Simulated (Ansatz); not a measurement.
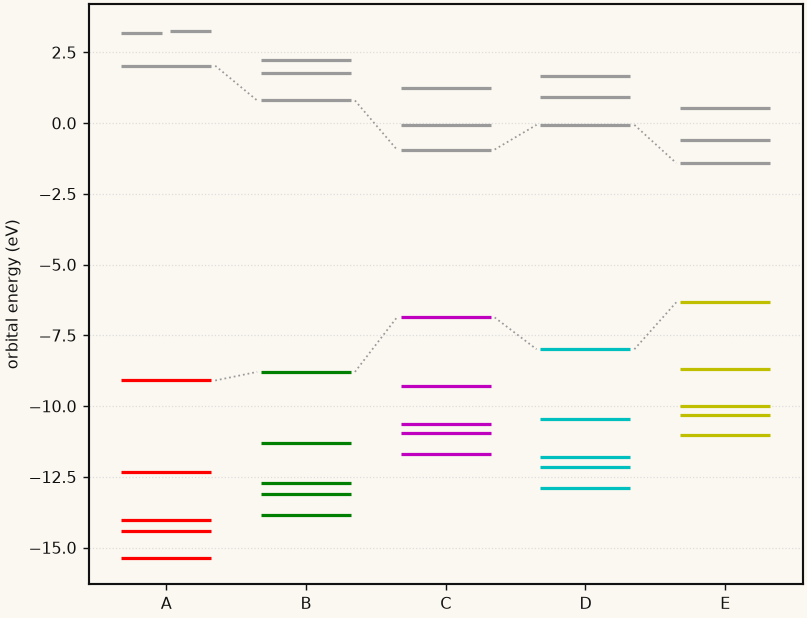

Frontier orbital energies of CH₅BGeO, SMILES C[B]1[O][GeH2]1, singlet at one geometry, def2-TZVPP, the Ansatz code 0.2.0, at a PBE0-D4/def2-TZVP geometry (a minimum by its frequencies). Empty levels are grey, levels within 0.1 eV stand side by side; all columns show the same few orbitals around the gap. Dotted lines join the HOMOs and the LUMOs.

The columns come from CAM-B3LYP, HF, HSE06, r2SCAN0 and ωB97M-V. Which is which?

Answer. A: HF (HOMO −9.09, LUMO 2.03, separation 11.12 eV)
B: ωB97M-V (HOMO −8.79, LUMO 0.80, separation 9.59 eV)
C: r2SCAN0 (HOMO −6.86, LUMO −0.93, separation 5.93 eV)
D: CAM-B3LYP (HOMO −7.99, LUMO −0.06, separation 7.93 eV)
E: HSE06 (HOMO −6.33, LUMO −1.41, separation 4.92 eV)

Limits of at least one run: empty levels above zero depend strongly on the basis; no scalar relativity up to krypton.
